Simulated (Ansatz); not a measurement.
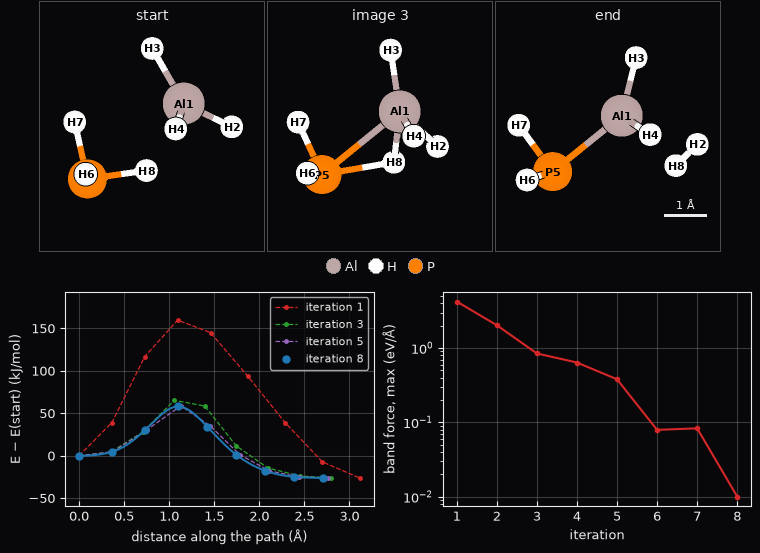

NEB run on AlPH$_{6}$, made up at the start of AlH₃ and PH₃. Images are numbered from 0 (start) to 8 (end). The plot follows the band through its iterations. A ball-and-stick model, seen from a free direction.

Theory: Ansatz, RKS PBE/def2-SVP. Run with 7 movable images; climbing image; force threshold 0.05 eV/Å; iteration limit 60; starting path through a guess of the saddle point.

Q: How did the profile develop, and is the result final?

A: The result is final at these settings. The band converged in 8 iterations. The largest component of the band force went from 4.2 to 0.01 eV/Å. The climbing image converged on the top of the path. Its vibrational analysis gives one imaginary mode (965i cm⁻¹), as a transition state must have. The first iteration put the highest image at 159.8 kJ/mol. Forward barrier 58.1 kJ/mol, backward barrier 84.2 kJ/mol, with image 3 at the top; the reaction energy is −26.1 kJ/mol.

Limits of the set-up: the start holds two separate molecules, 2.3 Å apart at their closest, whose relative position is a soft coordinate and is computed without a dispersion correction.

The run took 77 s on 1 thread of Arm Neoverse V2, on a shared host, peak memory 0.11 GiB.
